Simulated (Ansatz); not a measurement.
# AlBFH3Si: what the fields show

The calculation's input:

```
crystal:
  periodic: [false, false, false]
  atoms:
    - {symbol: B, position_ang: [-0.007146, -0.615951, -0.795733]}
    - {symbol: Si, position_ang: [-0.273947, -0.845826, 1.070124]}
    - {symbol: F, position_ang: [0.403149, -1.928398, 2.036833]}
    - {symbol: Al, position_ang: [0.183427, 1.271855, 0.330905]}
    - {symbol: H, position_ang: [0.306822, -1.065200, -1.854149]}
    - {symbol: H, position_ang: [0.254947, 2.839297, 0.115898]}
    - {symbol: H, position_ang: [-0.867262, 0.344202, -0.903879]}
basis:
  gaussian: {orbitals: def2-TZVPP}
hamiltonian: {xc: pbe0, dispersion: d4}
output: {orbitals: {seedname: orbitals}}
```

Launched as:

```sh
ansatz run in.yaml --threads 2 --pin off --events-out ev --progress --plain --max-ram 4352MiB
```

Geometry: PBE0-D4/def2-TZVP.

These are results of Ansatz 0.2.0, RKS PBE0-D4/def2-TZVPP, not measurements.

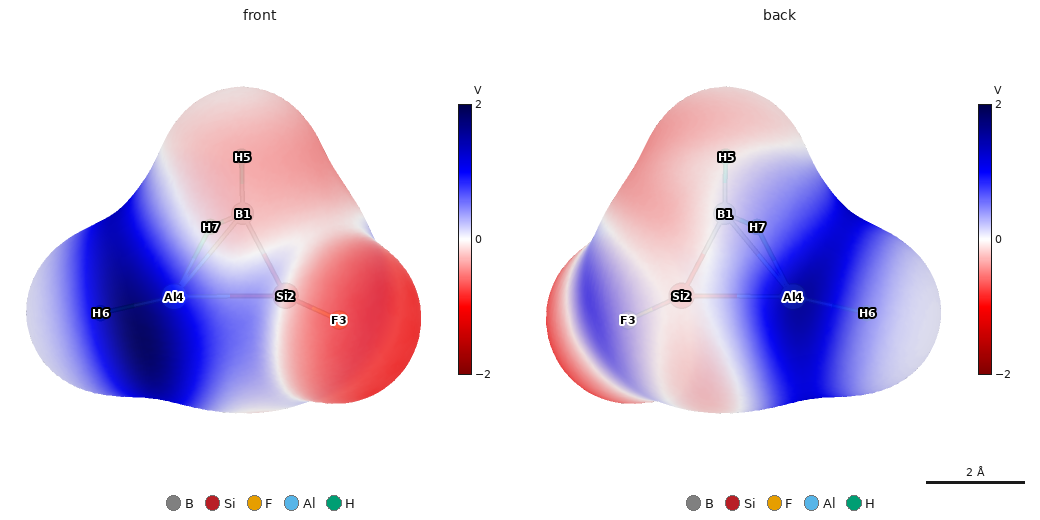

Figure 1. The electrostatic potential painted on the density surface at 0.001 e/bohr³, seen from the front and from behind; the colour scale runs from red (negative) to blue (positive).

> Describe the electrostatic potential map.

The most negative region (about −0.8 V) lies over F3, the most positive (about +1.9 V) over Al4.

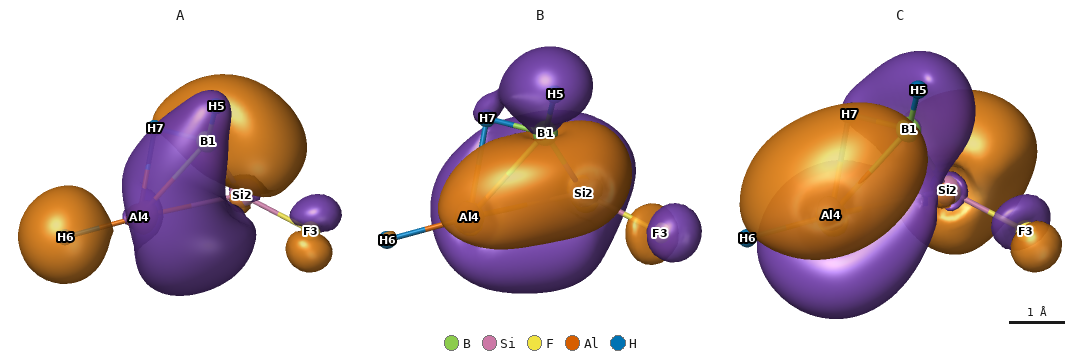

Figure 2. Three frontier orbitals at ±0.08 Å⁻³ᐟ² (orange and purple are the two phases), in no order.

> Order the three orbitals by energy and name them.

A is the HOMO−1 (−7.10 eV). It lies mainly on Si2 (about 35 %), B1 (about 25 %), Al4 (about 25 %) and H6 (about 10 %). B is the HOMO (−6.72 eV). It lies mainly on Si2 (about 45 %), Al4 (about 20 %) and B1 (about 20 %). C is the LUMO (−2.11 eV). Its weight (Hirshfeld) is mainly on Si2 (about 40 %), Al4 (about 35 %) and B1 (about 15 %).

> What is the HOMO–LUMO gap?

4.61 eV between the orbital energies.

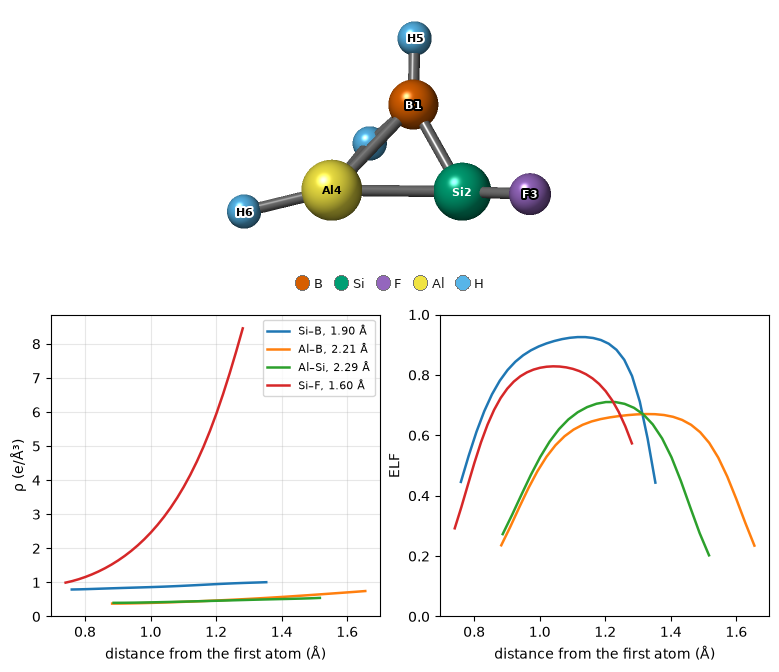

Figure 3. Total electron density and ELF along straight lines between neighbouring atoms. The curves leave out the atomic cores. The structure is drawn too.

> What can be read from the curves?

Si–B (1.90 Å): ρ is about 0.85 e/Å³ halfway; the ELF peaks at about 0.95 between the atoms: localised, covalent bonding.
Al–B (2.21 Å): ρ is about 0.43 e/Å³ halfway; the ELF peaks at about 0.65 in the valence shell of B, 0.9 Å from its nucleus, and is about 0.60 at the midpoint.
Al–Si (2.29 Å): ρ at the midpoint is about 0.45 e/Å³; the ELF peaks at about 0.70 in the valence shell of Si, 1.1 Å from its nucleus, and is about 0.70 at the midpoint.
Si–F (1.60 Å): ρ at the midpoint is about 1.2 e/Å³; the ELF peaks at about 0.85 in the valence shell of F, 0.6 Å from its nucleus, and is about 0.50 at the midpoint.
